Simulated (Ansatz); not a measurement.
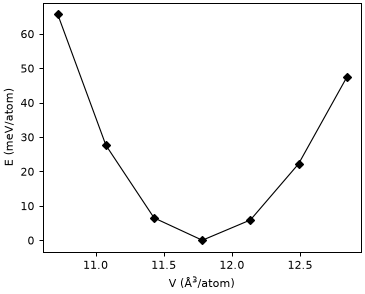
Figure: SrTiO3 (cubic perovskite, space group No. 221) under volume change, DFT-PBEsol in the program Ansatz with PAW potentials, scaled uniformly.

What does a third-order Birch–Murnaghan fit give for V₀, B₀ and B′?

V₀ = 11.78 Å³/atom, B₀ = 186 GPa, B′ = 4.4.

Space group Pm-3m (cubic perovskite). The PBEsol relaxation kept the symmetry of its start. The run is not spin-polarised.

Potentials: the later of the program's two PAW sets.
